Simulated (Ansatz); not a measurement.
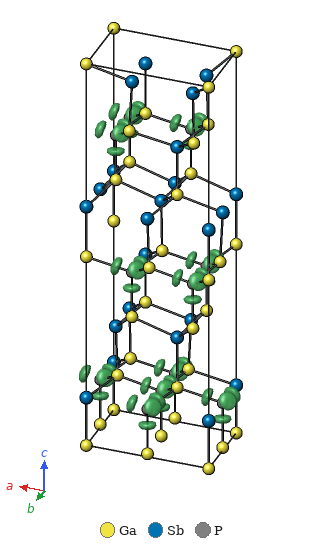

Ga8Sb5P3. Isosurface of the electron localisation function at 0.85 (green), seen at an oblique angle. Core shells and regions of very low density are left out. Sticks mark near contacts.

Space group R3m; a generated structure, not necessarily the stable one.

Method: DFT PBEsol, scalar-relativistic, plane waves, PAW (Ansatz).

Input

```
crystal:
  lattice:
    - [-0.0067018895, 5.8687494808, 5.8687494808]
    - [5.8620475913, 0.0, 5.8620475913]
    - [5.8620475913, 5.8620475913, 0.0]
  atoms:
    - { symbol: Ga, position: [0.0010214383, -0.0003404794, -0.0003404794] }
    - { symbol: Ga, position: [-0.0238944946, 0.0068348337, 0.5085298305] }
    - { symbol: Ga, position: [-0.0238944946, 0.5085298305, 0.0068348337] }
    - { symbol: Ga, position: [-0.0238944946, 0.5085298305, 0.5085298305] }
    - { symbol: Ga, position: [0.5160167521, -0.0143218877, -0.0143218877] }
    - { symbol: Ga, position: [0.5160167521, -0.0143218877, 0.5126270233] }
    - { symbol: Ga, position: [0.5160167521, 0.5126270233, -0.0143218877] }
    - { symbol: Ga, position: [0.5183529759, 0.4938823414, 0.4938823414] }
    - { symbol: Sb, position: [0.1266801242, 0.125464981, 0.125464981] }
    - { symbol: Sb, position: [0.1266801242, 0.125464981, 0.6223899138] }
    - { symbol: Sb, position: [0.1266801242, 0.6223899138, 0.125464981] }
    - { symbol: Sb, position: [0.1243814515, 0.6252061828, 0.6252061828] }
    - { symbol: Sb, position: [0.6253195054, 0.1248934982, 0.1248934982] }
    - { symbol: P, position: [0.6248391613, 0.1236004986, 0.6257801701] }
    - { symbol: P, position: [0.6248391613, 0.6257801701, 0.1236004986] }
    - { symbol: P, position: [0.6248391613, 0.6257801701, 0.6257801701] }
basis:
  ecutwfc: 420
kpoints:
  mp_grid: { grid: [6, 6, 6] }
hamiltonian:
  xc: pbesol
scf:
  occupations: { method: gaussian, width: 0.1 }
output:
  forces: true
  stress: true
  eigenvalues: true
  write_density: true
  write_potential: true
  elf: true
  volumetric_format: npy
relax:
  adjacent_minimum: "off"
  f_tol: 0.005
  max_steps: 80
  cell: { stress_tol: 0.05 }
```

Command:

```sh
ansatz run input.yaml --threads 4 --pin off --max-ram 10240MiB --backend cpu --events-out ev --progress --plain --runs-dir out
```

Below, planes, directions and counts refer to the conventional cell (a = 8.29 Å, b = 8.29 Å, c = 20.35 Å, α = 90.00°, β = 90.00°, γ = 120.00°).

The fields are those of the relaxed geometry.

**Describe the localisation domains.**

At this value the surface marks out 36 lobes of the valence shell of P pointing towards Ga (polar bonds), counted in one cell of 48 atoms. Any copies at cell faces, edges or corners count once. Profiles from the grid: Ga–P (2.38 Å): the ELF peaks at about 0.90 in the valence shell of P, 0.9 Å from its nucleus, and is about 0.75 at the midpoint. Ga–Sb (2.55 Å): the ELF peaks at about 0.70 between the atoms.
